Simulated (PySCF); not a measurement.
```xyz
18

C    -2.9361    2.0562   -0.3037
C    -2.1448    1.2696    0.1431
B    -1.0850    0.2775    0.6916
N    -1.5217   -1.1936    0.0546
C     0.4045    0.6033    0.1074
Si    1.7324   -0.7252    0.3473
N     3.3563   -0.3109   -0.0900
H    -3.6297    2.7520   -0.6826
H    -1.1265    0.1435    1.8762
H    -1.4219   -1.1351   -0.9532
H    -0.8977   -1.9046    0.4189
H    -2.4856   -1.3964    0.2978
H     0.7543    1.5230    0.5833
H     0.3376    0.8486   -0.9590
H     1.8379   -1.1794    1.7381
H     1.4417   -1.8943   -0.5211
H     3.5356   -0.0760   -1.0535
H     3.8402    0.3481    0.4989
```

Geometry: GFN2-xTB.

Method: PySCF 2.14.0, CAM-B3LYP/def2-SVPD, SCF density, gas phase.

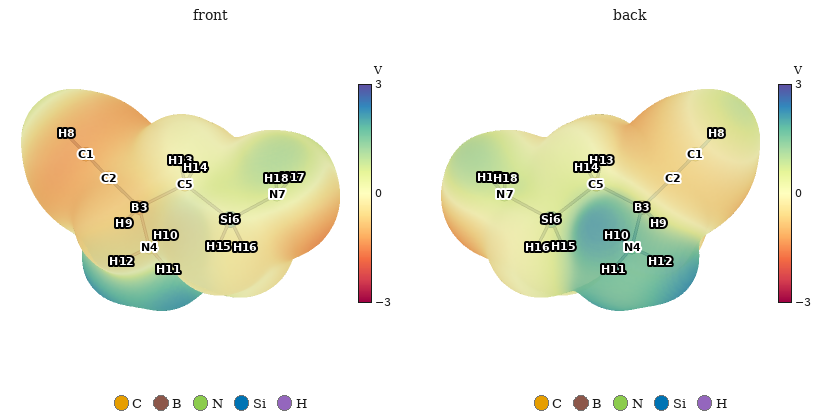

C3H11BN2Si. The molecular electrostatic potential painted on the density surface at 0.001 e/bohr³, seen from the front and from behind; red is negative and blue positive.

Question: Where is the surface potential most negative and most positive?

Answer: The most negative region (about −1.3 V) lies over C1, C2 and N7, the most positive (about +2.2 V) over H10, H11 and H12.
